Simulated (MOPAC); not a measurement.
## Frequency calculation of SiN$_{2}$H$_{5}$ (part 1 of 2)

The run: frequency calculation of SiN$_{2}$H$_{5}$, multiplicity 2, SMILES N[SiH]N. Method and program: PM6-D3H4X, unrestricted, dispersion D3H4X (MOPAC 23.2.5).

The geometry was optimised with PM6-D3H4X.

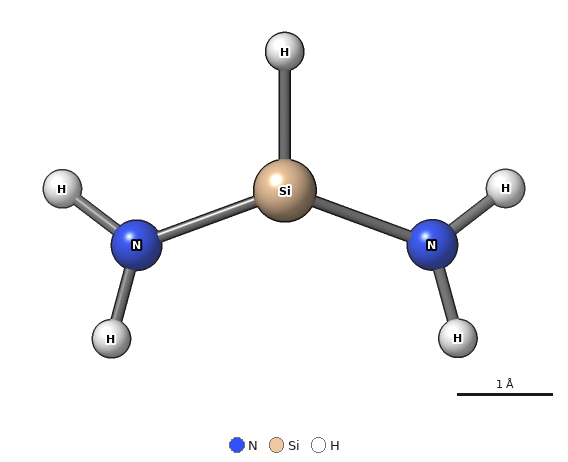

Fig. 1: The structure as given in the input (ball-and-stick view, seen on its broad side).

### Input file (mol.mop)
```
pm6-d3h4x uhf doublet thermo(298,398,100) force aux(precision=6) threads=1
job H5N2Si

N     -1.107028 +1     0.809155 +1    -0.775452 +1
Si     0.321658 +1     0.407886 +1     0.059624 +1
N      1.104637 +1    -1.077877 +1     0.340654 +1
H     -1.814626 +1     1.463654 +1    -0.428885 +1
H     -1.348694 +1     0.425431 +1    -1.690157 +1
H      0.464926 +1     1.270054 +1     1.234142 +1
H      1.238587 +1    -1.787102 +1    -0.381393 +1
H      1.501930 +1    -1.360115 +1     1.241612 +1
```

Command:
```bash
mopac mol.mop
```

### What the program printed
```
MOPAC v23.2.5
PM6-D3H4X CALCULATION RESULTS

 *  PM6-D3H4   - CORRECT DISPERSION AND HYDROGEN BOND TERMS USING THE D3H4 METHOD
 *  DOUBLET    - SPIN STATE DEFINED AS A DOUBLET
 *  UHF        - UNRESTRICTED HARTREE-FOCK CALCULATION
 *  FORCE      - FORCE CALCULATION SPECIFIED
 *  THREADS=1  - MULTI-THREADING NOT USED
 *  AUX        - OUTPUT AUXILIARY INFORMATION
 *  THERMO     - THERMODYNAMIC QUANTITIES TO BE CALCULATED
pm6-d3h4x uhf doublet thermo(298,398,100) force aux(precision=6) threads=1
 job H5N2Si

   ATOM   CHEMICAL          X               Y               Z
  NUMBER   SYMBOL      (ANGSTROMS)     (ANGSTROMS)     (ANGSTROMS)

     1       N         -1.10702800  *   0.80915500  *  -0.77545200  *
     2      Si          0.32165800  *   0.40788600  *   0.05962400  *
     3       N          1.10463700  *  -1.07787700  *   0.34065400  *
     4       H         -1.81462600  *   1.46365400  *  -0.42888500  *
     5       H         -1.34869400  *   0.42543100  *  -1.69015700  *
     6       H          0.46492600  *   1.27005400  *   1.23414200  *
     7       H          1.23858700  *  -1.78710200  *  -0.38139300  *
     8       H          1.50193000  *  -1.36011500  *   1.24161200  *

          CARTESIAN COORDINATES

    NO.       ATOM           X           Y           Z

     1         N         -1.1070      0.8092     -0.7755
     2        Si          0.3217      0.4079      0.0596
     3         N          1.1046     -1.0779      0.3407
     4         H         -1.8146      1.4637     -0.4289
     5         H         -1.3487      0.4254     -1.6902
     6         H          0.4649      1.2701      1.2341
     7         H          1.2386     -1.7871     -0.3814
     8         H          1.5019     -1.3601      1.2416

           Empirical Formula: H5 N2 Si  =     8 atoms

      MOLECULAR POINT GROUP   :   Cs

 DOUBLET STATE CALCULATION

          UHF CALCULATION, NO. OF ALPHA ELECTRONS =   10
                           NO. OF BETA  ELECTRONS =    9

          HEAT OF FORMATION =      12.608885 KCALS/MOLE

          CARTESIAN COORDINATE DERIVATIVES

   NUMBER  ATOM         X            Y            Z

     1       N     -0.012381     0.004504     0.009854
     2      Si      0.013279    -0.007992     0.007871
     3       N     -0.005954     0.010004     0.005695
     4       H     -0.010652     0.011457    -0.004602
     5       H      0.009761    -0.010821    -0.007571
     6       H      0.001732    -0.009319    -0.001303
     7       H     -0.002009    -0.005306    -0.010098
     8       H      0.006224     0.007472     0.000155

 DIPOLE           X         Y         Z       TOTAL
 POINT-CHG.    -0.217     0.493    -0.019     0.539
 HYBRID        -0.405     0.916    -0.535     1.136
 SUM           -0.623     1.409    -0.555     1.638

          GRADIENT NORM =   0.03996

          MOLECULAR WEIGHT =   61.14

          ROTATIONAL CONSTANTS IN CM(-1)

          A =    1.22629831   B =    0.19379773   C =    0.17211916

           PRINCIPAL MOMENTS OF INERTIA IN UNITS OF 10**(-40)*GRAM-CM**2

          A =       22.8270   B =      144.4431   C =      162.6359

          ORIENTATION OF MOLECULE IN FORCE CALCULATION

    NO.       ATOM         X         Y         Z

     1          N      -1.5586   -0.3258    0.0130
     2         Si       0.1442   -0.3258    0.0130
     3          N       1.2891    0.9346    0.0130
     4          H      -2.1365   -0.9346   -0.5739
     5          H      -2.1195    0.2819    0.6116
     6          H       0.6372   -1.4391   -0.8000
     7          H       1.2145    1.7606    0.6084
     8          H       2.1308    0.9505   -0.5705

    FIRST DERIVATIVES WILL BE USED IN THE CALCULATION OF SECOND DERIVATIVES

          ESTIMATED TIME TO COMPLETE CALCULATION =        0.38 SECONDS

    FOR POINT-GROUP Cs   THERE ARE   2 UNIQUE SYMMETRY FUNCTIONS.

 STEP:   1 TIME =     0.01 SECS, INTEGRAL =      0.01 TIME LEFT: 172799.98
 STEP:   2 TIME =     0.01 SECS, INTEGRAL =      0.02 TIME LEFT: 172799.98
 STEP:   3 TIME =     0.01 SECS, INTEGRAL =      0.02 TIME LEFT: 172799.97
 STEP:   4 TIME =     0.01 SECS, INTEGRAL =      0.03 TIME LEFT: 172799.96
 STEP:   5 TIME =     0.01 SECS, INTEGRAL =      0.04 TIME LEFT: 172799.95
 STEP:   6 TIME =     0.01 SECS, INTEGRAL =      0.05 TIME LEFT: 172799.95
 STEP:   7                       INTEGRAL =      0.05 TIME LEFT: 172799.95
 STEP:   8                       INTEGRAL =      0.05 TIME LEFT: 172799.95
 STEP:   9                       INTEGRAL =      0.05 TIME LEFT: 172799.95
 STEP:  10 TIME =     0.00 SECS, INTEGRAL =      0.05 TIME LEFT: 172799.94
 STEP:  11 TIME =     0.01 SECS, INTEGRAL =      0.06 TIME LEFT: 172799.93
 STEP:  12 TIME =     0.01 SECS, INTEGRAL =      0.07 TIME LEFT: 172799.93
 STEP:  13 TIME =     0.01 SECS, INTEGRAL =      0.07 TIME LEFT: 172799.92
 STEP:  14 TIME =     0.01 SECS, INTEGRAL =      0.08 TIME LEFT: 172799.91
 STEP:  15 TIME =     0.00 SECS, INTEGRAL =      0.09 TIME LEFT: 172799.91
 STEP:  16 TIME =     0.00 SECS, INTEGRAL =      0.09 TIME LEFT: 172799.90
 STEP:  17 TIME =     0.01 SECS, INTEGRAL =      0.10 TIME LEFT: 172799.89
 STEP:  18 TIME =     0.01 SECS, INTEGRAL =      0.11 TIME LEFT: 172799.89
 STEP:  19                       INTEGRAL =      0.11 TIME LEFT: 172799.89
 STEP:  20                       INTEGRAL =      0.11 TIME LEFT: 172799.89
 STEP:  21                       INTEGRAL =      0.11 TIME LEFT: 172799.89
 STEP:  22                       INTEGRAL =      0.11 TIME LEFT: 172799.89
 STEP:  23                       INTEGRAL =      0.11 TIME LEFT: 172799.89
 STEP:  24                       INTEGRAL =      0.11 TIME LEFT: 172799.89

(To convert to Hartree/Bohr^2, multiply by (10^(-21) x N x a0^2)/(4.184 x 627.51) =  0.0642)

           FORCE MATRIX IN MILLIDYNES/ANGSTROM

                  N  1      Si  2       N  3       H  4       H  5       H  6
 ------------------------------------------------------------------------------
     N    1   9.691280
    Si    2   4.151522   9.414681
     N    3   0.164181   4.151826   9.691280
     H    4   3.793356   0.493288   0.028469   4.467385
     H    5   3.894717   0.446418   0.036499   0.798999   4.532332
     H    6   0.229163   2.444905   0.228858   0.020826   0.040813   2.559597
     H    7   0.036340   0.445883   3.893695   0.005982   0.016605   0.041219
     H    8   0.028632   0.493837   3.792363   0.007932   0.006240   0.021471

                  H  7       H  8
 ------------------------------
     H    7   4.532332
     H    8   0.798999   4.467385

          HEAT OF FORMATION =      12.608885 KCALS/MOLE

          ZERO POINT ENERGY      32.430 KCAL/MOL

           NORMAL COORDINATE ANALYSIS (Total motion = 1 Angstrom)

   Root No.       1         2         3         4         5         6         7         8

                 1 A'      1 A"      2 A'      3 A'      2 A"      4 A'      3 A"      5 A'

                 160.7     187.5     197.8     442.7     576.5     652.1     660.4     698.8

           1   -0.0226    0.0001    0.0164    0.0027    0.0014    0.0280    0.0032    0.0016
           2   -0.0633   -0.0028    0.0366   -0.0073   -0.0159    0.0269   -0.0322    0.0276
           3    0.0231    0.0063    0.0215    0.0058   -0.0200    0.0232    0.0280   -0.0329
           4   -0.0253   -0.0008    0.0122   -0.0045   -0.0048   -0.0001    0.0013    0.0017
           5    0.0573   -0.0003   -0.0275    0.0101   -0.0021    0.0002    0.0006   -0.0038
           6   -0.0314    0.0000   -0.0301   -0.0239    0.0000   -0.0181    0.0000    0.0089
           7    0.0620   -0.0021   -0.0381    0.0036   -0.0108   -0.0388   -0.0216   -0.0215
           8   -0.0258    0.0020    0.0125   -0.0069    0.0117   -0.0026    0.0240    0.0174
           9    0.0231   -0.0063    0.0215    0.0058    0.0199    0.0231   -0.0280   -0.0329
          10    0.0129   -0.0169   -0.0288   -0.0745   -0.1605    0.1966   -0.0148   -0.0043
          11   -0.2220    0.1793   -0.0720    0.1052    0.0485   -0.0535    0.1521   -0.1405
          12    0.1502   -0.1644    0.1784   -0.0283    0.0907   -0.0817   -0.1434    0.1498
          13   -0.0600    0.0175    0.0628    0.0799    0.1659   -0.1396    0.0154    0.0165
          14   -0.0092   -0.1517    0.1752   -0.0260    0.0769   -0.0896    0.1696   -0.1608
          15   -0.0681    0.1761   -0.0747    0.1056    0.0597   -0.0327   -0.1646    0.1738
          16    0.0028    0.0287    0.0276    0.0938    0.1625    0.0279   -0.0186    0.0029
          17   -0.0062    0.0127   -0.0624   -0.2119    0.0719   -0.0629   -0.0082   -0.0065
          18    0.0685   -0.0000    0.0341    0.3509    0.0001    0.0912   -0.0000    0.0173
          19    0.0471   -0.1005   -0.1719   -0.0345    0.1685    0.1602    0.1359    0.1079
          20    0.0382    0.1149    0.0713   -0.0767    0.0711    0.0431   -0.1027   -0.1204
          21   -0.0681   -0.1761   -0.0747    0.1056   -0.0597   -0.0328    0.1647    0.1738
          22    0.1556    0.1213    0.0727   -0.0278   -0.0720   -0.0926    0.1026    0.1069
          23   -0.1588   -0.1331   -0.0271    0.1258   -0.1514   -0.1814   -0.1131   -0.0913
          24    0.1502    0.1644    0.1784   -0.0283   -0.0907   -0.0817    0.1434    0.1498

   Root No.       9        10        11        12        13        14        15        16

                 4 A"      6 A'      5 A"      6 A"      7 A'      8 A'      7 A"      9 A'

                 752.7     801.7    1003.7    1606.3    1613.0    2102.4    2742.4    2743.6

           1   -0.0122    0.1250   -0.1306   -0.0312    0.0301   -0.0024   -0.0012    0.0013
           2    0.0203   -0.0151   -0.0033   -0.0002    0.0007   -0.0009   -0.0188    0.0190
           3    0.0219   -0.0153   -0.0021    0.0005   -0.0005   -0.0000   -0.0184    0.0183
           4   -0.0121   -0.0254    0.1257    0.0024   -0.0001    0.0114   -0.0005   -0.0002
           5   -0.0054    0.0574    0.0556    0.0011    0.0002   -0.0257   -0.0002    0.0004
           6   -0.0000    0.0146    0.0000   -0.0000   -0.0000   -0.0179   -0.0000    0.0007
           7    0.0068   -0.0729   -0.0902   -0.0211   -0.0207    0.0023   -0.0148   -0.0149
           8   -0.0227   -0.1027   -0.0944   -0.0230   -0.0218    0.0012    0.0118    0.0117
           9   -0.0219   -0.0153    0.0021   -0.0004   -0.0005   -0.0000    0.0184    0.0183
          10    0.0757    0.0481   -0.1641    0.1963   -0.1951    0.0017    0.1520   -0.1525
          11   -0.0212    0.0219    0.0304   -0.0892    0.0887   -0.0039    0.1484   -0.1493
          12   -0.0345    0.0227    0.0226   -0.0902    0.0907   -0.0047    0.1431   -0.1441
          13   -0.1037    0.2086   -0.1210    0.1974   -0.1979    0.0027   -0.1305    0.1291
          14   -0.0019    0.0485   -0.0022    0.0917   -0.0924    0.0007    0.1234   -0.1225
          15   -0.0483    0.0174   -0.0073    0.0850   -0.0846   -0.0024    0.1213   -0.1202
          16    0.4771   -0.0492    0.0201   -0.0000   -0.0019   -0.3192   -0.0010    0.0006
          17    0.2112    0.1113    0.0089    0.0001    0.0043    0.7213   -0.0004   -0.0015
          18   -0.0000   -0.0632    0.0000   -0.0001    0.0030    0.5141   -0.0000   -0.0009
          19   -0.0711   -0.1761   -0.0830    0.2007    0.2015   -0.0024    0.0035    0.0039
          20   -0.0755   -0.1218   -0.0880    0.0844    0.0843   -0.0015   -0.1796   -0.1780
          21    0.0484    0.0175    0.0073   -0.0848   -0.0846   -0.0024   -0.1212   -0.1202
          22    0.0352   -0.0485   -0.0879    0.0660    0.0656    0.0017    0.2121    0.2131
          23    0.0703   -0.0209   -0.1419    0.2053    0.2040   -0.0039    0.0127    0.0124
          24    0.0345    0.0227   -0.0226    0.0902    0.0907   -0.0047   -0.1431   -0.1440

   Root No.      17        18

                 8 A"     10 A'

                2869.0    2874.0

           1   -0.0152    0.0156
           2    0.0017   -0.0017
           3    0.0017   -0.0020
           4   -0.0015    0.0002
           5   -0.0007   -0.0005
           6    0.0000    0.0001
           7   -0.0090   -0.0092
           8   -0.0124   -0.0127
           9   -0.0017   -0.0019
          10    0.1084   -0.1081
          11    0.1393   -0.1388
          12    0.1348   -0.1341
          13    0.1272   -0.1288
          14   -0.1621    0.1631
          15   -0.1588    0.1602
          16    0.0026   -0.0001
          17    0.0010    0.0002
          18    0.0002   -0.0006
          19   -0.0345   -0.0341
          20    0.2034    0.2049
          21    0.1586    0.1602
          22    0.1761    0.1754
          23   -0.0136   -0.0133
          24   -0.1349   -0.1340

           MASS-WEIGHTED COORDINATE ANALYSIS (NORMAL COORDINATES)

   Root No.       1         2         3         4         5         6         7         8

                 1 A'      1 A"      2 A'      3 A'      2 A"      4 A'      3 A"      5 A'

                 160.7     187.5     197.8     442.7     576.5     652.1     660.4     698.8

           1   -0.1265    0.0004    0.1177    0.0196    0.0114    0.2168    0.0240    0.0121
           2   -0.3546   -0.0221    0.2626   -0.0523   -0.1333    0.2081   -0.2393    0.2055
           3    0.1295    0.0487    0.1540    0.0413   -0.1676    0.1790    0.2080   -0.2444
           4   -0.2012   -0.0087    0.1237   -0.0454   -0.0566   -0.0010    0.0134    0.0177
           5    0.4546   -0.0038   -0.2796    0.1026   -0.0250    0.0025    0.0059   -0.0401
           6   -0.2492    0.0000   -0.3057   -0.2426    0.0002   -0.1985    0.0000    0.0942
           7    0.3475   -0.0161   -0.2735    0.0256   -0.0910   -0.3000   -0.1610   -0.1602
           8   -0.1448    0.0152    0.0894   -0.0498    0.0980   -0.0202    0.1787    0.1292
           9    0.1295   -0.0487    0.1541    0.0413    0.1674    0.1786   -0.2080   -0.2444
          10    0.0193   -0.0353   -0.0555   -0.1433   -0.3615    0.4075   -0.0294   -0.0085
          11   -0.3337    0.3739   -0.1385    0.2025    0.1091   -0.1108    0.3033   -0.2802
          12    0.2258   -0.3429    0.3434   -0.0545    0.2042   -0.1694   -0.2860    0.2988
          13   -0.0902    0.0365    0.1209    0.1538    0.3737   -0.2895    0.0307    0.0329
          14   -0.0139   -0.3163    0.3372   -0.0500    0.1732   -0.1857    0.3384   -0.3206
          15   -0.1023    0.3673   -0.1438    0.2032    0.1343   -0.0679   -0.3284    0.3465
          16    0.0042    0.0599    0.0531    0.1805    0.3659    0.0577   -0.0371    0.0057
          17   -0.0094    0.0265   -0.1200   -0.4078    0.1618   -0.1305   -0.0164   -0.0129
          18    0.1030   -0.0000    0.0657    0.6753    0.0001    0.1892   -0.0000    0.0344
          19    0.0709   -0.2096   -0.3309   -0.0664    0.3795    0.3321    0.2710    0.2151
          20    0.0574    0.2397    0.1373   -0.1475    0.1602    0.0894   -0.2048   -0.2400
          21   -0.1023   -0.3673   -0.1438    0.2032   -0.1345   -0.0679    0.3285    0.3465
          22    0.2340    0.2530    0.1399   -0.0535   -0.1623   -0.1920    0.2047    0.2131
          23   -0.2387   -0.2776   -0.0522    0.2422   -0.3410   -0.3761   -0.2257   -0.1821
          24    0.2258    0.3429    0.3435   -0.0545   -0.2042   -0.1694    0.2860    0.2988

   Root No.       9        10        11        12        13        14        15        16

                 4 A"      6 A'      5 A"      6 A"      7 A'      8 A'      7 A"      9 A'

                 752.7     801.7    1003.7    1606.3    1613.0    2102.4    2742.4    2743.6
```
